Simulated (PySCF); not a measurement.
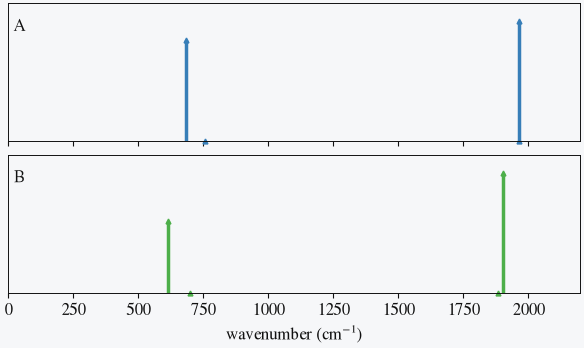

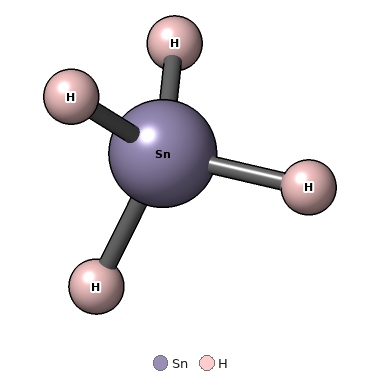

Harmonic infrared lines of SnH₄ and PbH₄, all Td singlets, each the lowest point that its search found (SnH₄ is drawn); the central atom changes down one group of the periodic table. PBE0/x2c-TZVP, PySCF, unscaled, no spin-orbit coupling; each panel is scaled to its strongest line, degenerate modes are one line with their intensities summed, and dots on the axis are modes too weak to show or inactive.

**Which panel belongs to which molecule?**

A: SnH₄ (strongest line 1964.5 cm⁻¹); B: PbH₄ (strongest line 1903.0 cm⁻¹).

**How do the bond length and the stretches change along the series?**

Mean bond length: SnH₄ 1.706, PbH₄ 1.746 Å, rising down the group. Highest t2 mode: SnH₄ 1965, PbH₄ 1903 cm⁻¹, falling down the group.

Limits of at least one run: spin-orbit coupling is left out, and with Pb it can shift these values.
